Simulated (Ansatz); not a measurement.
# CH8AsNSiSn: the cost of one run

Program: Ansatz 0.2.0. Level of theory: RKS PBE0/def2-SVP. These are calculated values, not measurements.

**1. Starting point**

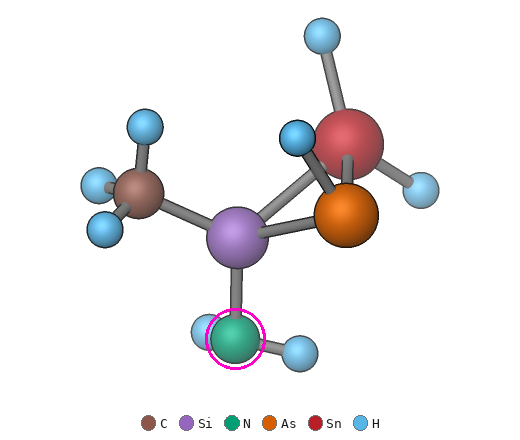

Start, viewed from a chosen angle; carbon brown, silicon purple, nitrogen teal, arsenic orange, tin red, hydrogen blue. Ringed: N3.

Coordinates:

```xyz
13

C    -1.7889    0.1664   -0.3813
Si   -0.1197   -0.4603   -0.1283
N     0.4004   -1.7713   -1.2214
As    0.6245   -0.6845    2.0484
Sn    1.6691    1.1532    0.5310
H    -2.0371    1.0347    0.3395
H    -1.8930    0.6198   -1.4180
H    -2.5369   -0.5881   -0.2626
H     0.4740   -1.3549   -2.1290
H     1.4195   -1.9926   -0.9131
H    -0.5412    0.3156    2.5774
H     3.2990    0.7325    0.0422
H     1.0506    2.7948    0.9299
```

**2. Relaxing end A**

input.yaml

```yaml
crystal:
  periodic: [false, false, false]
  atoms:
    - { symbol: C, position_ang: [-1.7889, 0.1664, -0.3813] }
    - { symbol: Si, position_ang: [-0.1197, -0.4603, -0.1283] }
    - { symbol: "N", position_ang: [0.4004, -1.7713, -1.2214] }
    - { symbol: As, position_ang: [0.6245, -0.6845, 2.0484] }
    - { symbol: Sn, position_ang: [1.6691, 1.1532, 0.531] }
    - { symbol: H, position_ang: [-2.0371, 1.0347, 0.3395] }
    - { symbol: H, position_ang: [-1.893, 0.6198, -1.418] }
    - { symbol: H, position_ang: [-2.5369, -0.5881, -0.2626] }
    - { symbol: H, position_ang: [0.474, -1.3549, -2.129] }
    - { symbol: H, position_ang: [1.4195, -1.9926, -0.9131] }
    - { symbol: H, position_ang: [-0.5412, 0.3156, 2.5774] }
    - { symbol: H, position_ang: [3.299, 0.7325, 0.0422] }
    - { symbol: H, position_ang: [1.0506, 2.7948, 0.9299] }
basis:
  gaussian: { orbitals: def2-SVP }
hamiltonian:
  xc: pbe0
relax:
  f_tol: 0.015
  max_steps: 40
```

On the command line:

```
ansatz run input.yaml --threads 2 --pin off --max-ram 3072MiB --backend cpu --events-out ev --progress --plain --runs-dir out
```

What time and memory should one allow on 2 threads of Arm Neoverse V1, shared host?

About 96 s, with a peak of 0.49 GiB.
